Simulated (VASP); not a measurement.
Band structure of AlN (zinc blende). Level of theory: AM05 GGA, VASP's PBE PAW potentials (set 64) (plane waves; VASP 6.6.1).

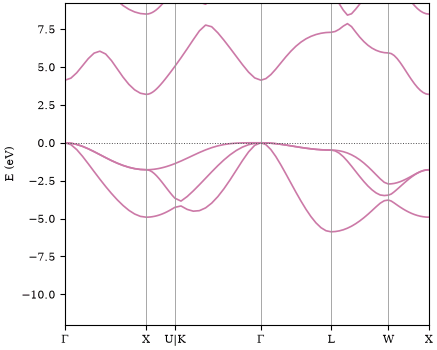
Figure. Bands along high-symmetry lines, zero at the valence-band maximum or, without a gap, the Fermi level

Problem. Read the plot: is there a gap, and where are the band edges?

Solution. The gap is indirect, 3.19 eV, from the valence maximum at K-Γ at 0.93 to the conduction minimum at X. (Edges off the drawn lines would not show.)

Measured: gap 5.34 eV (computed value off by -2.15 eV), as given by Daiki Deguchi et al., Japanese Journal of Applied Physics (2016), arXiv:1512.06930.

The compound is AlN in the zinc blende structure, a metastable form; wurtzite is the usual one. It was relaxed first.
